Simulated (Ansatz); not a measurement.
# Calculations on C2H7AsS

### Relaxation

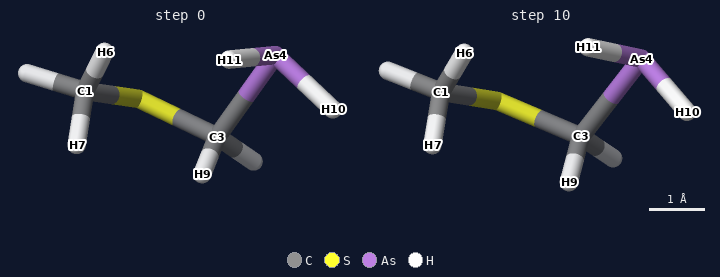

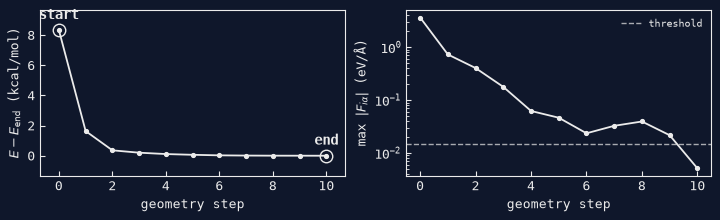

First and last geometry of a relaxation of C2H7AsS, with the history of the run. The picture is a stick view, seen from a free direction.

The run prepares an end point of a later path (inversion) calculation, from a guessed geometry.

Theory: RKS PBE-D4/def2-SVP (Ansatz 0.2.0). Set-up: no spin polarisation; force threshold 0.015 eV/Å; at most 40 steps.

**Read the history and describe the run.**

It converged. The energy falls by 8.33 kcal/mol in 10 geometry steps. Largest force component: 3.7 eV/Å at the start, 0.0051 eV/Å at the end. The atom that moves furthest after the best rigid fit is an H atom (0.31 Å). By element the largest moves are H 0.31 Å, As 0.13 Å, C 0.11 Å, S 0.07 Å. Among the contacts that change: As–H 1.649 → 1.543 Å, C–H 1.052 → 1.109 Å, C–S 1.768 → 1.818 Å, C–H 1.151 → 1.107 Å. Bond angles that change, for instance: C–S–C 94.3° → 100.7°, H–C–H 103.4° → 108.7°, H–C–H 113.0° → 108.0°.

### Relaxation

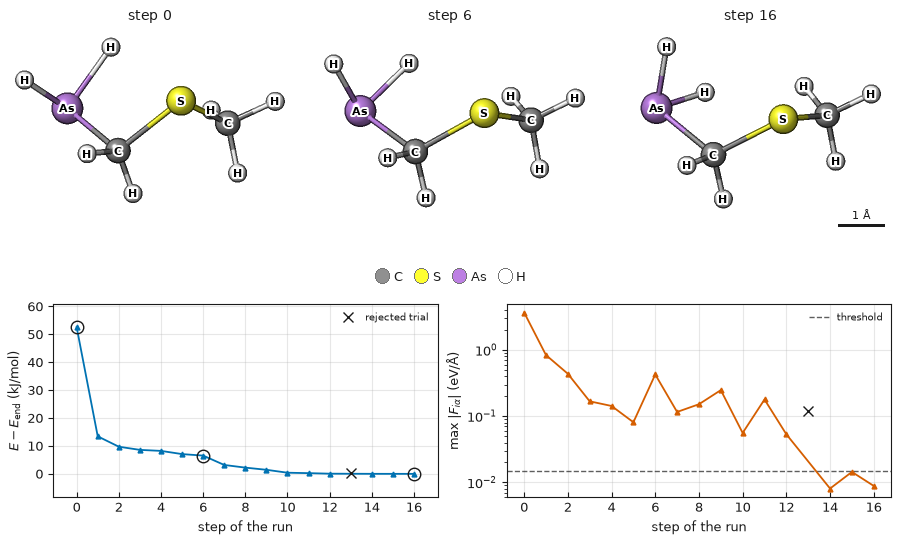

Frames of a relaxation of C₂H₇AsS, marked on the history of the run. Style: ball-and-stick. Shown at a tilt.

The run prepares an end point of a later path (inversion) calculation, from a guessed geometry.

All numbers below come from RKS PBE-D4/def2-SVP (Ansatz 0.2.0). Settings: no spin polarisation; force threshold 0.015 eV/Å; at most 40 steps.

Describe the path.

Answer. Over 15 accepted moves (16 points after the start) the energy falls by 52.6 kJ/mol. Largest force component: 3.7 eV/Å at the start, 0.0089 eV/Å at the end. The line search rejected the trial step at point 13 of the run. The largest move after the best rigid fit is that of an H atom, 1.32 Å. By element the largest moves are H 1.32 Å, S 0.48 Å, As 0.38 Å, C 0.19 Å. Some distances before and after: As–H 1.649 → 1.542 Å, C–H 1.052 → 1.111 Å, C–S 1.768 → 1.815 Å, C–H 1.151 → 1.107 Å. Bond angles that change, for instance: S–C–As 108.8° → 119.9°, C–S–C 94.3° → 101.0°, H–C–H 113.0° → 106.8°. Groups turn about As–C by about 55°. Cost: 37 s on 2 threads of Arm Neoverse V2, on a shared host, peak memory 0.16 GiB. From step 0 to 6: an H atom moves most (0.61 Å), energy −46.0 kJ/mol. From step 6 to 16: an H atom moves most (0.81 Å), energy −6.55 kJ/mol.

| step | E − E(0), kJ/mol | largest force component, eV/Å | note |
| --- | --- | --- | --- |
| 0 | 0.00 | 3.6690 |  |
| 1 | -39.12 | 0.8358 |  |
| 2 | -42.85 | 0.4365 |  |
| 3 | -43.98 | 0.1675 |  |
| 4 | -44.34 | 0.1425 |  |
| 5 | -45.49 | 0.0810 |  |
| 6 | -46.03 | 0.4259 |  |
| 7 | -49.39 | 0.1157 |  |
| 8 | -50.34 | 0.1514 |  |
| 9 | -51.12 | 0.2472 |  |
| 10 | -52.17 | 0.0558 |  |
| 11 | -52.32 | 0.1785 |  |
| 12 | -52.51 | 0.0532 |  |
| 13 | -52.42 | 0.1185 | rejected |
| 14 | -52.56 | 0.0081 |  |
| 15 | -52.57 | 0.0144 |  |
| 16 | -52.58 | 0.0089 |  |

### Path

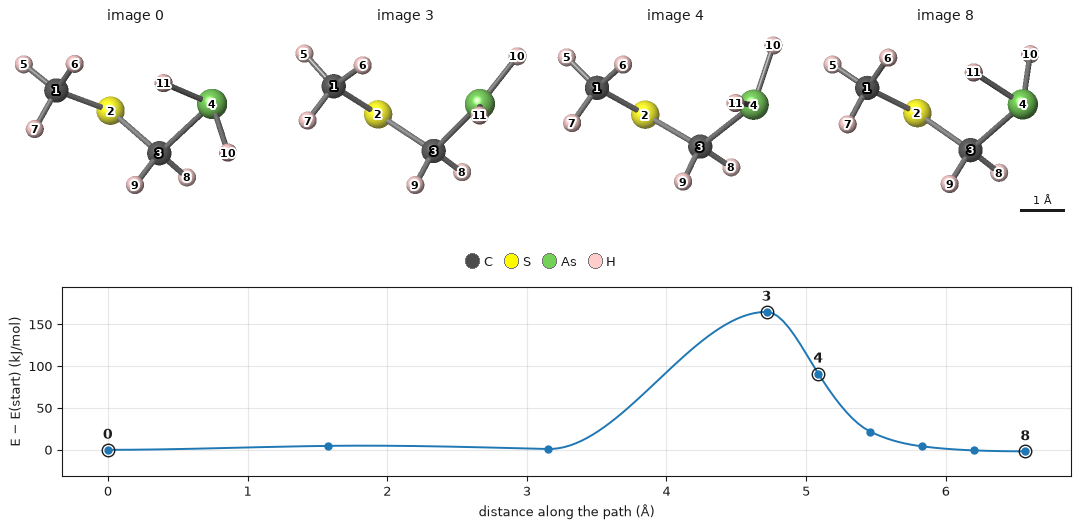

A nudged-elastic-band calculation for C2H7AsS. Images are numbered from 0 (start) to 8 (end). A ball-and-stick model, seen from a free direction.

Level of theory: Ansatz, RKS PBE-D4/def2-SVP. Run with 7 movable images; climbing image; force threshold 0.05 eV/Å; iteration limit 60; starting path through a guess of the saddle point.

### Describe the mechanism and the energy profile.

The path has more than one stage, and so few images may leave a stage unresolved. No bond forms or breaks between the ends. Among the angles between lasting bonds that change up to the highest image: H10–As4–H11 90.2° → 117.7°, C3–As4–H11 94.3° → 121.0°. Forward barrier 165.1 kJ/mol, backward barrier 166.9 kJ/mol, with image 3 at the top; the reaction energy is −1.8 kJ/mol. The band converged in 35 iterations. The largest component of the band force went from 40 to 0.045 eV/Å. The climbing image converged on the top of the path. Its vibrational analysis gives one imaginary mode (911i cm⁻¹), as a transition state must have.
